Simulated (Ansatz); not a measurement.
# CHF (SMILES [CH]F): BLYP/STO-3G

What is the electronic atomisation energy of CHF at BLYP/STO-3G? 

Program for the calculation: Ansatz 0.2.0.

55 further runs of the same task are left out: 6 that didn't finish, 49 set aside as unsound or not needed.

### Step 1. Starting point

CHF has 3 atoms, charge 0, and is taken as a singlet. As SMILES, `[CH]F`. The coordinates come from a GFN2-xTB relaxation.

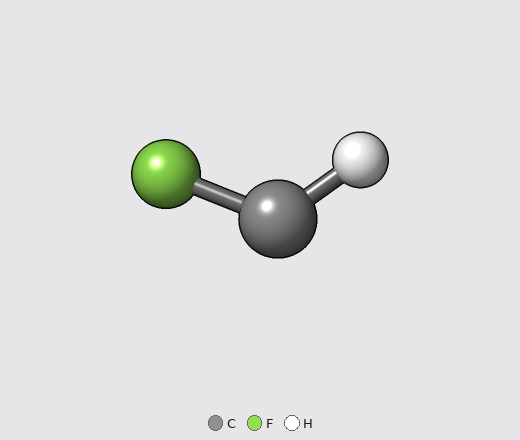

The structure, seen from a chosen angle (carbon grey, fluorine green, hydrogen white).

### Step 2. A single-point energy at BLYP/STO-3G

molecule.yaml

```yaml
basis:
  gaussian: {orbitals: STO-3G}
crystal:
  periodic: [false, false, false]
  atoms:
    - {symbol: C, position_ang: [-0.128130, -0.359190, -0.106370]}
    - {symbol: F, position_ang: [0.969610, -0.011280, 0.530170]}
    - {symbol: H, position_ang: [-0.841470, 0.370470, -0.423800]}
hamiltonian: {xc: {name: BLYP}}
accuracy: high
magnetization: {spin_polarized: false, initial_magnetization: 0}
```

Run with:

```bash
ansatz run molecule.yaml --threads 1 --pin off --max-ram 2610MiB --events-out events.jsonl --progress --plain --runs-dir runs
```

Standard output:

```text
Warning: RAYON_NUM_THREADS=1 ignored (pool sized by the plan → 1); use --threads N
Functional definition: BLYP
  name "BLYP"
  parameter beta = 0.0042
  parameter a = 0.04918
  parameter b = 0.132
  parameter c = 0.2533
  parameter d = 0.349
  exchange = b88_x(beta = beta)
  correlation = lyp_c(a = a, b = b, c = c, d = d)
167 factors; integrals over basis functions are off by at most 2.4e-8 eV
mean field evaluation 1: about -3710.3549 eV, gradient 2.2e1 eV
mean field evaluation 2: about -3708.1417 eV, gradient 3.0e1 eV
mean field evaluation 4: about -3711.7062 eV, gradient 9.9e-1 eV
mean field evaluation 8: about -3711.6714 eV, gradient 5.3e-3 eV
mean field evaluation 16: about -3711.6714 eV, gradient 8.7e-8 eV
mean field -3711.67137500 eV, -136.4014071700 hartree, gradient 1.8e-8 eV, S^2 0.000000; 0 other end points of the search recorded, 0 dependent functions left out
reference -3711.67139791 eV, -136.4014080118 hartree; 8, 8 occupied and 3, 3 virtual orbitals, 167 factors
Total energy: -3711.67139791 eV, -136.4014080118 hartree
```

Wall time 0.44 s (1 thread of Arm Neoverse V1, shared host).

### Step 3. The C atom

molecule.yaml

```yaml
crystal:
  periodic: [false, false, false]
  atoms:
    - {symbol: C, position_ang: [0.000000, 0.000000, 0.000000]}
basis:
  gaussian:
    orbitals: STO-3G
magnetization:
  spin_polarized: true
  initial_magnetization: 2
hamiltonian:
  xc: {name: BLYP}
accuracy: high
```

Run with:

```bash
ansatz run molecule.yaml --threads 1 --pin off --max-ram 2610MiB --events-out events.jsonl --progress --plain --runs-dir runs
```

Standard output, cut to the lines that bear on the results:

```text
Warning: RAYON_NUM_THREADS=1 ignored (pool sized by the plan → 1); use --threads N
[... 9 set-up lines as earlier in the session ...]
15 factors; integrals over basis functions are off by at most 9.8e-10 eV
mean field evaluation 1: about -1015.8816 eV, gradient 2.2e-12 eV
mean field evaluation 2: about -1015.8817 eV, gradient 7.6e-12 eV
mean field evaluation 4: about -1015.8816 eV, gradient 0.0e0 eV
mean field evaluation 8: about -1015.8817 eV, gradient 9.3e-2 eV
mean field evaluation 16: about -1015.8817 eV, gradient 2.2e-8 eV
mean field -1015.88167699 eV, -37.3329630400 hartree, gradient 6.1e-24 eV, S^2 2.000000; 4 other end points of the search recorded, 0 dependent functions left out
reference -1015.88169492 eV, -37.3329636988 hartree; 4, 2 occupied and 1, 3 virtual orbitals, 15 factors
Total energy: -1015.88169492 eV, -37.3329636988 hartree
```

Wall time 0.44 s (1 thread of Arm Neoverse V1, shared host).

### Step 4. The F atom, same level

molecule.yaml

```yaml
crystal:
  periodic: [false, false, false]
  atoms:
    - {symbol: F, position_ang: [0.000000, 0.000000, 0.000000]}
basis:
  gaussian:
    orbitals: STO-3G
magnetization:
  spin_polarized: true
  initial_magnetization: 1
hamiltonian:
  xc: {name: BLYP}
accuracy: high
```

Run the same way, it converges to -98.23564 Eh (log not shown).

### Step 5. The H atom at the same level

job.yaml

```yaml
crystal:
  periodic: [false, false, false]
  atoms:
    - {symbol: H, position_ang: [0.000000, 0.000000, 0.000000]}
basis:
  gaussian:
    orbitals: STO-3G
magnetization:
  spin_polarized: true
  initial_magnetization: 1
hamiltonian:
  xc: {name: BLYP}
accuracy: high
```

Run the same way, it converges to -0.46274 Eh (log not shown).

### Step 6. Results

Level: BLYP/STO-3G.

```
                     quantity          value
       molecule: total energy  -136.40141 Eh
         C atom: total energy   -37.33296 Eh
                 C atom: ⟨S²⟩          2.000
         F atom: total energy   -98.23564 Eh
                 F atom: ⟨S²⟩          0.750
         H atom: total energy    -0.46274 Eh
                 H atom: ⟨S²⟩          0.750
electronic atomisation energy      10.070 eV
```

In words: Taking the molecule apart into free atoms costs 10.07 eV (232 kcal/mol), before zero-point energy and without spin-orbit coupling. In a minimal basis such a difference can be off by several eV, whatever the method.
